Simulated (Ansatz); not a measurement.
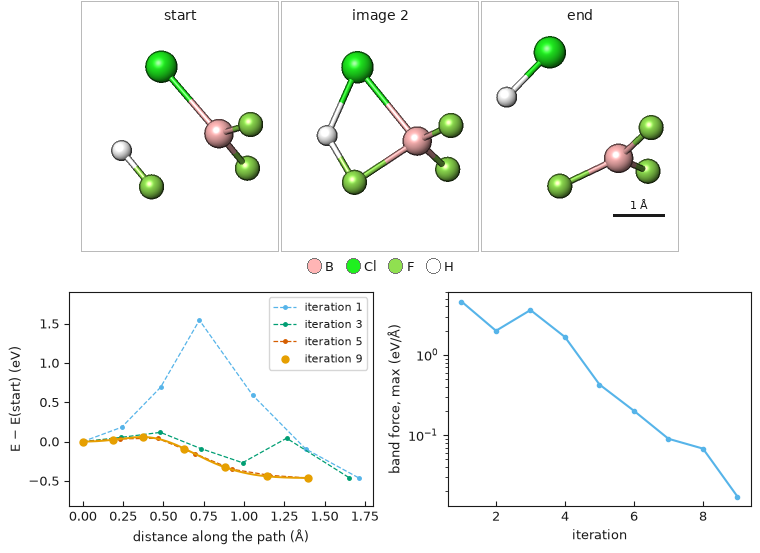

NEB run on BHClF3. Images are numbered from 0 (start) to 6 (end). The plot follows the band through its iterations. Style: ball-and-stick. Shown at a tilt.

These are results of RKS LDA/def2-SVP in Ansatz 0.2.0, not measurements. Settings: 5 movable images; climbing image; force threshold 0.05 eV/Å; iteration limit 60; starting path through a guess of the saddle point.

### Did the band converge, and can the barrier be trusted?

The result is final at these settings. The band converged in 9 iterations. The largest component of the band force went from 4.6 to 0.017 eV/Å. The climbing image converged on the top of the path. Its vibrational analysis gives one imaginary mode (493i cm⁻¹), as a transition state must have. The first iteration put the highest image at 1.54 eV. The highest point, image 2, lies 0.06 eV above the start and 0.52 eV above the end; the end is at −0.46 eV relative to the start.
